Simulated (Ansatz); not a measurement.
# From C to Sn: the vertical ionisation energy

Gas-phase molecules, one atom swapped for its congeners: C4H9Br (2-bromo-2-methylpropane) `CC(C)(C)Br`; Ge(CH3)3Br (bromotrimethylgermane); Sn(CH3)3Br (trimethyltin bromide). The Si member is missing. All are singlets with charge 0.

Shapes, held fixed at every level: PBE0-D4/def2-TZVP. Programs: Ansatz 0.2.0. Values in eV.

```csv
level,C4H9Br,Ge(CH3)3Br,Sn(CH3)3Br
PBE-D4/def2-TZVPP,9.83,9.40,9.12
PBE0-D4/def2-TZVPP,9.99,9.75,9.48
wB97M-V/def2-TZVPP,10.04,9.96,9.77
MP2/def2-TZVPP,10.20,10.19,10.01
CCSD/def2-TZVPP,10.01,9.98,9.78
CCSD(T)/def2-TZVPP,10.06,9.99,9.77
```

At CCSD(T)/def2-TZVPP the vertical ionisation energy falls at every step, from 10.06 to 9.77 eV. Every level shows the same order. For atoms past krypton def2 sets carry core potentials with scalar relativity. Relativity is left out for Br, Ge. Outer-core shells of Br, Ge, Sn are correlated in most correlated rows, in sets that cover them unevenly. Spin-orbit splitting of the cation, tenths of an eV on Br, I, Se and Te, is left out.

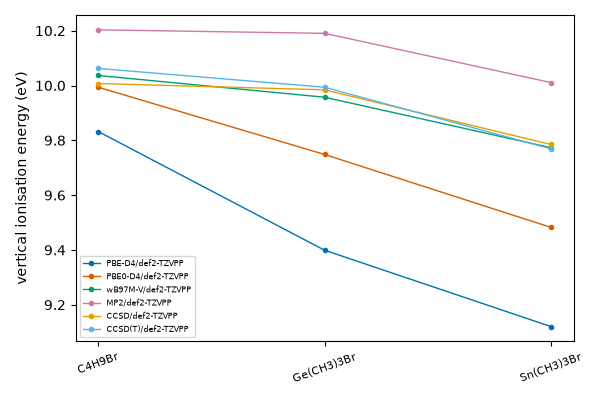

The trend along the series, level by level.
